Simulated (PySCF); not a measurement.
## Electronic structure of C₅H₁₁NSi (SMILES CC(C)[SiH2]CC#N) in real space

```tsv
atom	x (Å)	y (Å)	z (Å)
C	-1.0302	0.7009	0.8164
C	-0.6572	-0.4998	-0.0541
C	-1.9182	-1.1512	-0.6186
Si	0.5530	-0.0322	-1.4521
C	2.0799	0.8763	-0.7144
C	2.5986	0.1758	0.4148
N	2.9887	-0.4007	1.3236
H	-1.7281	0.4003	1.5966
H	-0.1505	1.1205	1.2998
H	-1.5054	1.4786	0.2209
H	-0.1652	-1.2345	0.5942
H	-2.5798	-1.4660	0.1870
H	-1.6711	-2.0249	-1.2174
H	-2.4614	-0.4502	-1.2491
H	-0.0541	0.9085	-2.4030
H	1.0183	-1.2352	-2.1495
H	2.8631	0.9536	-1.4683
H	1.8106	1.8865	-0.4032
```

Geometry: GFN2-xTB.

The calculation used PySCF, PBE0/pcSseg-1, SCF density, gas phase, non-relativistic.

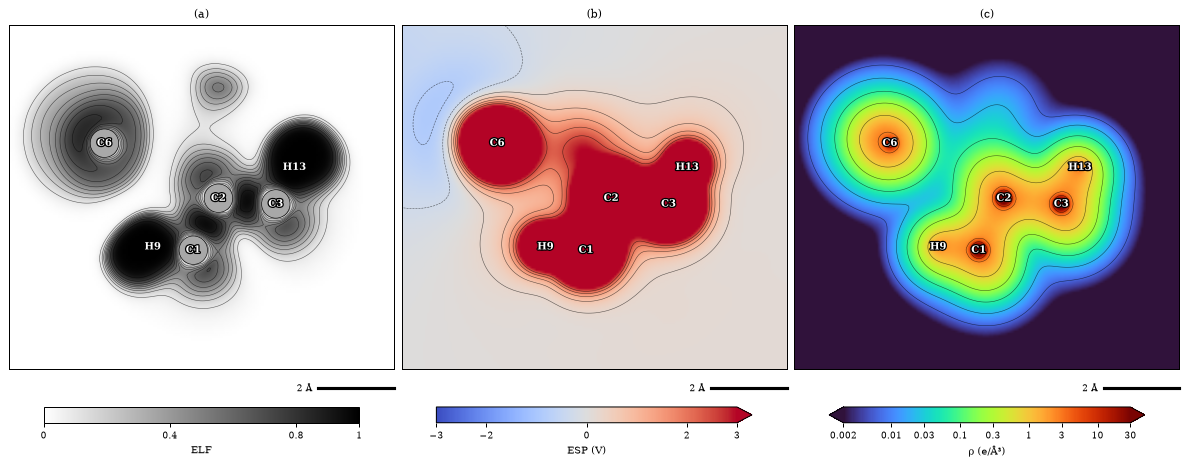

Figure 1. (a) electron localisation function; (b) electrostatic potential; (c) electron density on the plane of atoms C1, C2 and C3. Grey discs cover the atomic cores in the ELF map.

What does the map show?

Answer. Atoms in the plane: C and H.
C–H (1.09 Å): the density is about 2 e/Å³ at the midpoint; the ELF climbs to about 1 towards the hydrogen, as it does in any bond to H; an ordinary covalent bond to hydrogen.
C–C (1.53 Å): ρ is about 1.6 e/Å³ halfway; the ELF peaks at about 0.95 between the atoms: a covalent bond.
Outside the dense part of the molecule the potential is most negative (−0.9 V) near N7, which lies off the plane.

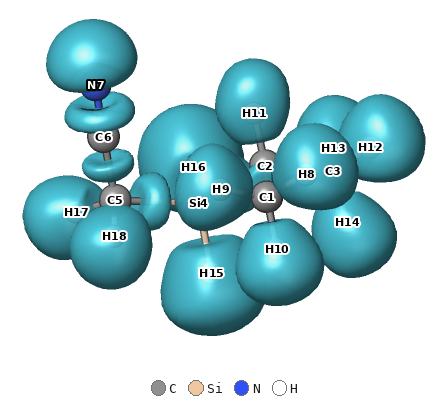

Figure 2. Isosurface of the ELF at 0.8 (cyan), seen from one side. Core shells and regions of very low density are left out.

Identify the bonds, lone pairs and shells in this picture.

Answer. The ELF exceeds this value in three regions between bonded C–C atoms (shared pairs), one region between bonded C–N atoms (shared pairs), two regions between bonded C–Si atoms (shared pairs), eleven regions around hydrogen nuclei and one lobe on N, pointing away from the bonds (lone pairs). Profiles from the grid: C–N (1.14 Å): the ELF peaks at about 0.85 between the atoms (a multiple bond). C–C (1.43 Å): the ELF peaks at about 0.95 between the atoms; localised, covalent bonding.

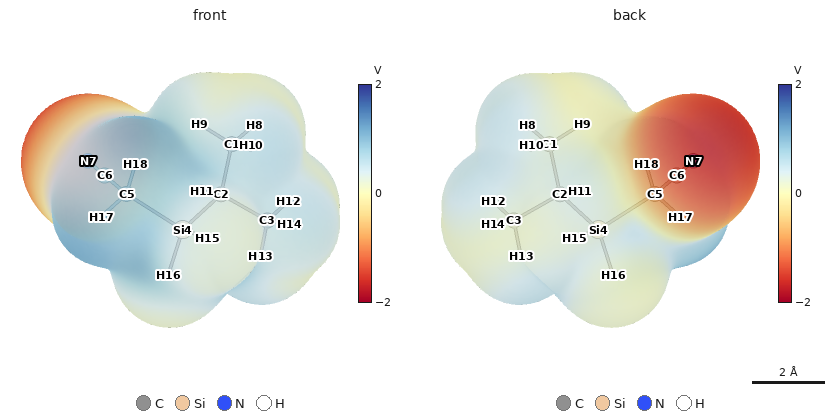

Figure 3. The electrostatic potential painted on the density surface at 0.001 e/bohr³, seen from the front and from behind; red is negative and blue positive.

Describe the electrostatic potential map.

Answer. The most negative region (about −1.8 V) lies over N7, the most positive (about +1.1 V) over Si4, H17 and H18. N7 is the likeliest acceptor of a hydrogen bond.

How polar is the molecule by this calculation?

Answer. Its dipole moment is 3.74 D.
